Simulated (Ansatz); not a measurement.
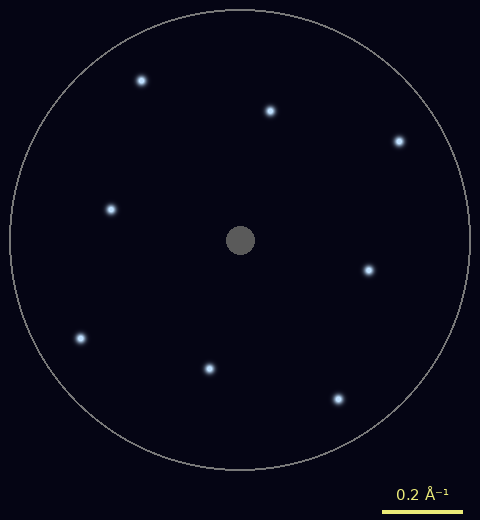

Simulated LEED pattern at 75 eV and normal incidence, from the upper face of a slab model. Spot positions follow from the surface net; brightness is a rough single-scattering estimate from the outer layers, good only for telling present from absent.

Question: Find the real-space surface cell from the pattern.

Answer: The spots form a square reciprocal net with shortest vectors 0.332 and 0.332 Å⁻¹ at 90.0°. The primitive real-space mesh has edges 3.02 and 3.02 Å at 90.0° (or its supplement) and area 9.1 Å².

The slab has composition Zr (2 atoms a cell, 2.2 Å thick). Structure: the input geometry of an electronic-structure calculation (not necessarily at equilibrium); the starting structure was generated, so it need not be a known form of this composition.

```
Zr
1.0
     3.01598    0.00000    0.00000
     0.00000    3.01598    0.00000
     0.00000    0.00000   28.31000
Zr
2
Cartesian
  1.5080 0.0000 7.4229
  0.0000 1.5080 9.5771
```

Question: Which atoms form the outermost layer?

Answer: The highest atoms of the upper face (within 0.6 Å of the top) are Zr; the spot positions alone do not show this.
